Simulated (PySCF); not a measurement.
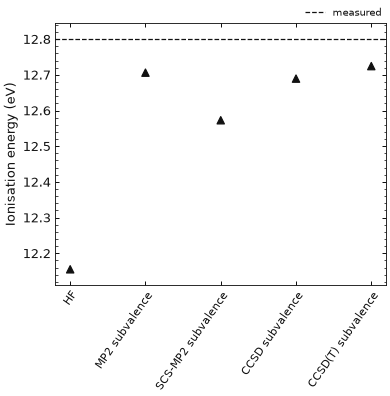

The ionisation energy of an atom or ion with 20 electrons in the configuration [Ar] 3d 4s by several methods. PySCF, def2-QZVPPD, non-relativistic, unrestricted single determinants, no spin-orbit coupling. Methods marked “subvalence” freeze 10 core electrons.

Which atom or ion is it?

Answer. Sc⁺ (scandium, Z = 21). The values run from 12.155 eV (HF) to 12.724 eV (CCSD(T) subvalence). The measured value is 12.800 eV; nearest to it come CCSD(T) subvalence (−0.075) and MP2 subvalence (−0.094), furthest HF (−0.645 eV).

Note: spin-orbit shift not estimated; relativistic shift absent.
